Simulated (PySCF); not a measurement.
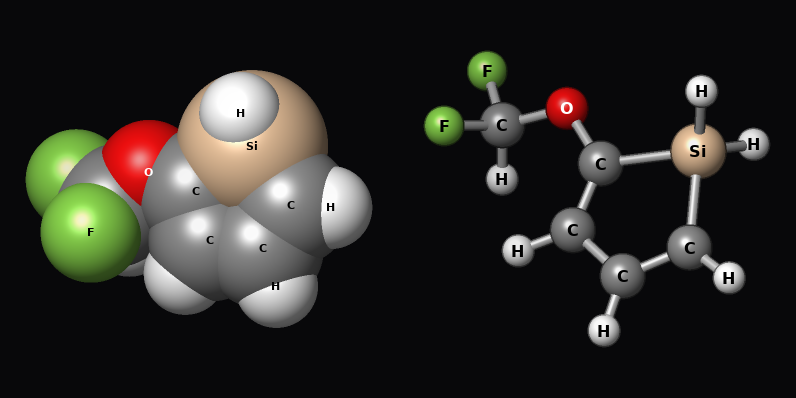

Both panels show the same species.

Computed geometry: GFN2-xTB optimisation. No frequency run is at hand to confirm it as a minimum.

**Give the formula.**

C5H6F2OSi, 15 atoms: 5 carbon, 6 hydrogen, 2 fluorine, 1 oxygen and 1 silicon.

**How many bonds of each kind are drawn?**

4 C–H, 3 C–C, 2 C–F, 2 C–O, 2 C–Si, 2 Si–H.

**Which point group does it belong to?**

C1.

**Describe its rings.**

Independent rings (smallest set): 1 of 5 members.

The parts below concern this one geometry. Atoms keep their numbers from picture to picture.

## Geometry

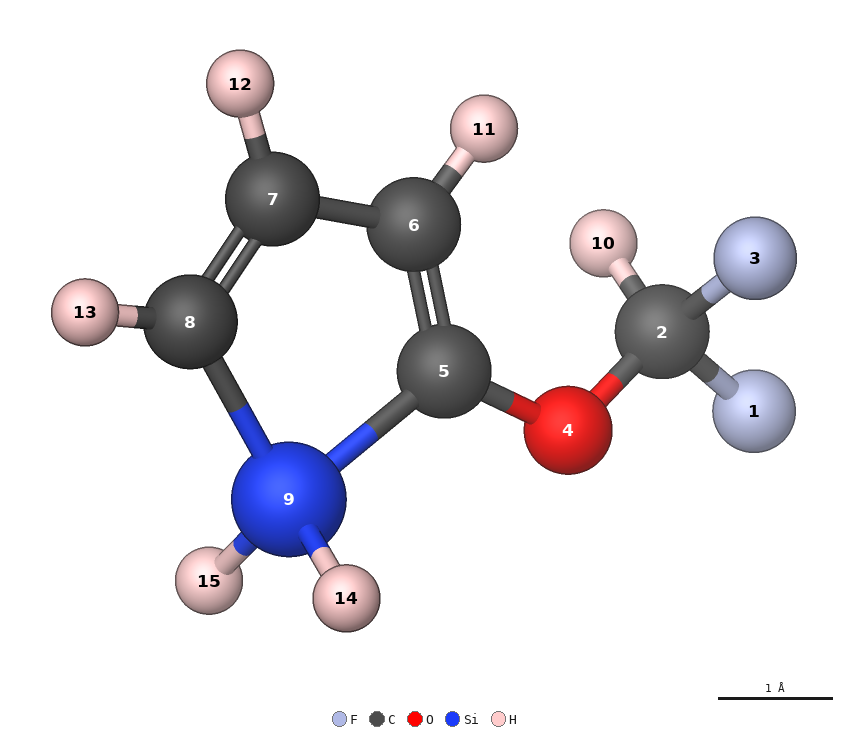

No frequency run is at hand to confirm it as a minimum.

Which atoms are bonded, and how long are the bonds?

```csv
bond,length (Å),order
F1–C2,1.341,single
C2–F3,1.359,single
C2–O4,1.348,single
C2–H10,1.107,single
O4–C5,1.380,single
C5–C6,1.339,double
C5–Si9,1.907,single
C6–C7,1.456,single
C6–H11,1.080,single
C7–C8,1.340,double
C7–H12,1.081,single
C8–Si9,1.883,single
C8–H13,1.077,single
Si9–H14,1.460,single
Si9–H15,1.461,single
```

## Electronic properties

No frequency run is at hand to confirm it as a minimum. Level of theory: PBE0/def2-SVPD, gas phase (PySCF 2.14.0). Excitations: vertical, linear response.

Predict the main results.

- dipole moment: 2.64 D
- HOMO energy (Kohn–Sham orbital): −6.68 eV
- LUMO energy (Kohn–Sham orbital): −1.69 eV
- HOMO–LUMO gap: 4.99 eV
- mean static polarisability: 88.2 bohr³
- lowest vertical singlet excitation: 4.11 eV
- its oscillator strength: 0.083

## Quadrupole coupling

No frequency run is at hand to confirm it as a minimum. Electric field gradients from the ground-state density, PBE0/pcSseg-1 (PySCF 2.14.0), non-relativistic apart from any core potentials.

Give the largest field-gradient component, the quadrupole coupling constant and the asymmetry for 17O at O4 (Q = −25.6 mb), 2H at H10 (Q = 2.86 mb), 2H at H11 (Q = 2.86 mb).

```tsv
atom	V_zz (a.u.)	e²qQ/h (MHz)	η
O4	1.834	−11.03	0.63
H10	0.252	0.169	0.01
H11	0.328	0.221	0.09
```

## NMR shielding

The questions are on isotropic NMR shieldings of the H atoms. No frequency run is at hand to confirm it as a minimum. Properties computed with GIAO PBE0/pcSseg-1 NMR shielding, non-relativistic, gas phase (PySCF 2.14.0).

Give the isotropic NMR shieldings of the H atoms atom by atom.

| atom | σ (ppm) |
| --- | --- |
| H10 | 25.09 |
| H11 | 25.64 |
| H12 | 24.57 |
| H13 | 26.00 |
| H14 | 27.00 |
| H15 | 27.05 |

The geometry is semi-empirical. Around Si such bond lengths and angles can be off by a tenth of an ångström or more and by several degrees, and values that hang on the shape move with them.
